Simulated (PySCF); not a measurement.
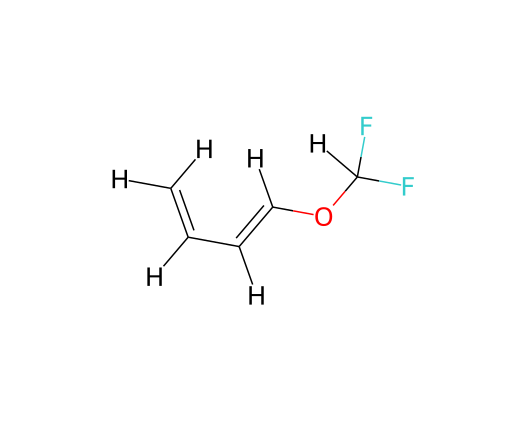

A structural formula.

> Write the SMILES.

C=C/C=C/OC(F)F

> Give the formula, hydrogens included.

C5H6F2O.

> An optimisation with PBE0-D3(BJ)/def2-SVP gave a structure of which point group?

C1. Other conformers may differ.

More results for the same structure follow; atom numbers are the same in all pictures, views and colours differ. Computed geometry: PBE0-D3(BJ)/def2-SVP optimisation. No frequency run is at hand to confirm it as a minimum.

Geometry

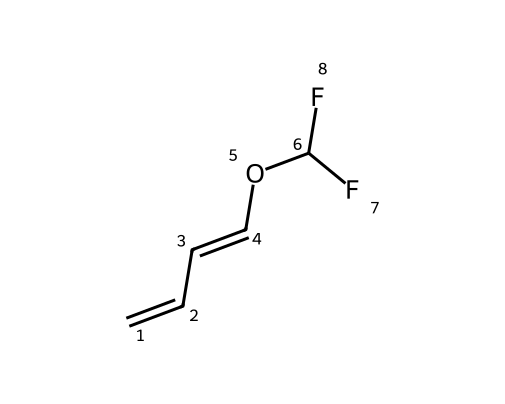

A structural formula, with wedges where it has stereocentres; small numbers name the atoms. The configuration is that of a computed structure (PBE0-D3(BJ)/def2-SVP).

> Give the R/S and E/Z labels.

C3=C4: E.

Bond orders

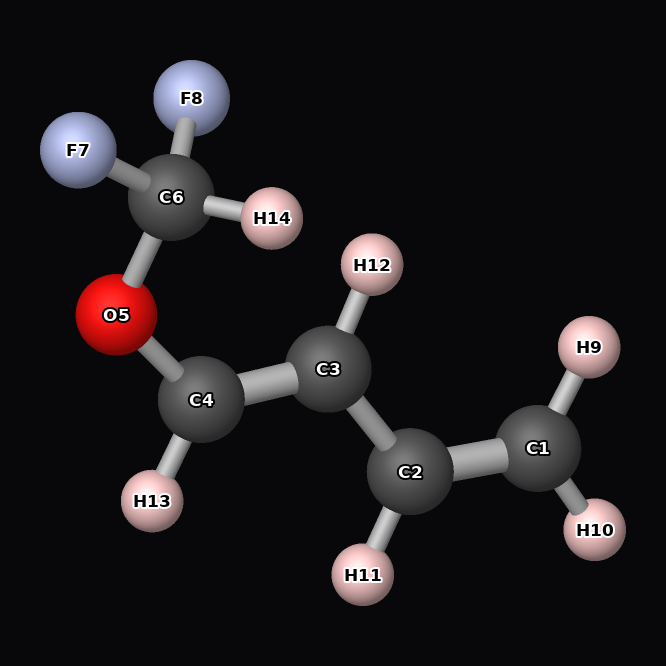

The thickness of each stick grows with its Mayer bond order. No frequency run is at hand to confirm it as a minimum. Level of theory: PBE0/pcSseg-1 in benzene (IEF-PCM) (PySCF 2.14.0).

> Which bond has the highest Mayer bond order?

C1–C2, 1.90, at a length of 1.340 Å.

List the Mayer bond orders of C1–C2, C1–H9, C1–H10, C2–C3, C2–H11, C3–C4, C3–H12, C4–O5, C4–H13, O5–C6, C6–F7, C6–F8, C6–H14.

| bond | Mayer order | length (Å) |
| --- | --- | --- |
| C1–C2 | 1.90 | 1.340 |
| C1–H9 | 0.96 | 1.094 |
| C1–H10 | 0.95 | 1.092 |
| C2–C3 | 1.09 | 1.451 |
| C2–H11 | 0.96 | 1.097 |
| C3–C4 | 1.76 | 1.344 |
| C3–H12 | 0.94 | 1.094 |
| C4–O5 | 0.97 | 1.357 |
| C4–H13 | 0.97 | 1.093 |
| O5–C6 | 0.99 | 1.364 |
| C6–F7 | 1.03 | 1.328 |
| C6–F8 | 0.97 | 1.345 |
| C6–H14 | 0.95 | 1.106 |

NMR shielding

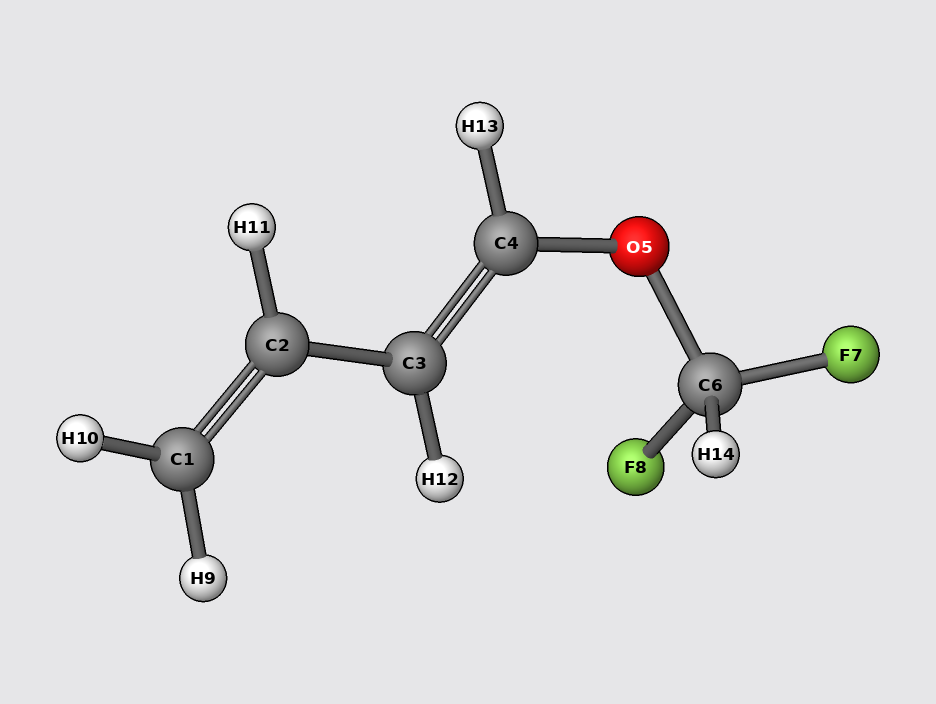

The questions are on isotropic NMR shieldings of the F atoms. No frequency run is at hand to confirm it as a minimum. Level of theory: GIAO PBE0/pcSseg-1 NMR shielding, non-relativistic, IEF-PCM benzene (PySCF 2.14.0).

List the isotropic NMR shieldings of the F atoms.

```csv
atom,σ (ppm)
F7,284.3
F8,273.4
```

Quadrupole coupling

No frequency run is at hand to confirm it as a minimum. Electric field gradients from the ground-state density, PBE0/pcSseg-1 in benzene (IEF-PCM) (PySCF 2.14.0), non-relativistic apart from any core potentials.

Give the largest field-gradient component, the quadrupole coupling constant and the asymmetry for 17O at O5 (Q = −25.6 mb), 2H at H9 (Q = 2.86 mb), 2H at H10 (Q = 2.86 mb).

| atom | V_zz (a.u.) | e²qQ/h (MHz) | η |
| --- | --- | --- | --- |
| O5 | 1.832 | −11.02 | 0.61 |
| H9 | 0.304 | 0.204 | 0.07 |
| H10 | 0.308 | 0.207 | 0.06 |
